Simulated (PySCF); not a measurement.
# BH2F− (SMILES [BH2-]F): UCISD/STO-6G

What is the vertical doublet–quartet gap of BH2F− at UCISD/STO-6G? 

The calculation is run with PySCF 2.14.0.

10 further runs of the same task are left out: 10 set aside as unsound or not needed.

## 1. The system as given

BH2F−: 4 atoms, total charge -1, spin state doublet. SMILES: `[BH2-]F`. Geometry: relaxed at GFN2-xTB.

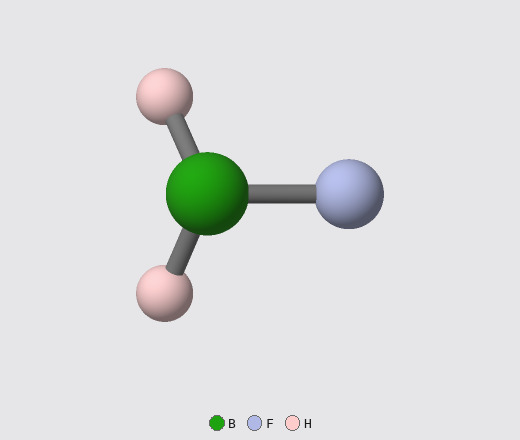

Viewed from a chosen angle; boron green, fluorine light blue, hydrogen pink.

## 2. A single-point energy at UCISD/STO-6G

The input, job.py:

```python
# [BH2-]F
from pyscf import gto, scf, ci

mol = gto.M(
    atom='''
B   -0.086340   0.304430   0.102380
F    1.031910  -0.468820   0.732960
H   -1.140340  -0.333670   0.256190
H    0.194760   0.498060  -1.091520
''',
    max_memory=1860,
    charge=-1,
    spin=1,
    basis='sto-6g',
    verbose=3,
)

mf = scf.UHF(mol)
mf.conv_tol = 1e-10
mf.kernel()
if not mf.converged:
    mf = mf.newton().run(mf.mo_coeff, mf.mo_occ)

cisd = ci.CISD(mf, frozen=2)
cisd.kernel()
e_final = cisd.e_tot
print('E = %.10f Eh' % e_final)
```

Launch:

```bash
OMP_NUM_THREADS=1 python job.py
```

The log of the run:

```text
converged SCF energy = -124.552846152519  <S^2> = 0.75498144  2S+1 = 2.0049753
E(UCISD) = -124.6134882009431  E_corr = -0.06064204842410229
E = -124.6134882009 Eh
```

It took 0.81 s on 1 thread of Arm Neoverse V1, shared host; peak memory 0.1 GiB.

## 3. The quartet at the same level

The input, calc.py:

```python
from pyscf import gto, scf, ci

mol = gto.Mole()
mol.atom = '''
B     -0.086340     0.304430     0.102380
F      1.031910    -0.468820     0.732960
H     -1.140340    -0.333670     0.256190
H      0.194760     0.498060    -1.091520
'''
mol.verbose = 3
mol.spin = 3
mol.charge = -1
mol.basis = 'sto-6g'
mol.max_memory = 1860
mol.build()

hf = scf.UHF(mol)
hf.conv_tol = 1e-10
hf.kernel()
if not hf.converged:
    hf = hf.newton().run(hf.mo_coeff, hf.mo_occ)

cisd = ci.CISD(hf, frozen=2)
cisd.kernel()
etot = cisd.e_tot
print('E(%s) = %.9f' % ('CISD', etot))
```

Launch:

```bash
OMP_NUM_THREADS=1 python calc.py
```

The log of the run:

```text
WARN: HOMO 0.409802625362516 >= LUMO -0.302319557950308

WARN: HOMO 0.615410535154977 >= LUMO 0.396198551673074

WARN: HOMO 0.50665253047022 >= LUMO 0.419371616705014

converged SCF energy = -124.120326471818  <S^2> = 3.7597816  2S+1 = 4.0048878
E(UCISD) = -124.1587810387386  E_corr = -0.03845456692031393
E(CISD) = -124.158781039
```

It took 0.83 s on 1 thread of Arm Neoverse V1, shared host; peak memory 0.1 GiB.

## 4. What came out

Level: UCISD/STO-6G, 2 core orbitals frozen.

| quantity | value |
| --- | --- |
| doublet: total energy | -124.61349 Eh |
| doublet: HOMO energy (Hartree–Fock orbitals) (highest over α and β) | 3.21 eV |
| doublet: LUMO energy (Hartree–Fock orbitals) (lowest over α and β) | 19.21 eV |
| doublet: correlation energy (2 core orbitals frozen) | -60.6 mEh |
| doublet: ⟨S²⟩ of the reference determinant | 0.755 |
| quartet: total energy | -124.15878 Eh |
| quartet: HOMO energy (Hartree–Fock orbitals) (highest over α and β) | 11.92 eV |
| quartet: LUMO energy (Hartree–Fock orbitals) (lowest over α and β) | 15.11 eV |
| quartet: correlation energy (2 core orbitals frozen) | -38.5 mEh |
| quartet: ⟨S²⟩ of the reference determinant | 3.760 |
| vertical energy of the quartet above the doublet | 12.373 eV |

**Reading.** At this shape the quartet lies 12.37 eV (285 kcal/mol) above the doublet. For an anion a state so high probably lies above electron detachment. In a minimal basis such a difference can be off by several eV, whatever the method. The HOMO (doublet) lies at positive energy, 3.21 eV: the electron is unbound at this level or held by a compact basis; values depend on the basis. The HOMO (quartet) lies at positive energy, 11.92 eV: the electron is unbound at this level or held by a compact basis; values depend on the basis.
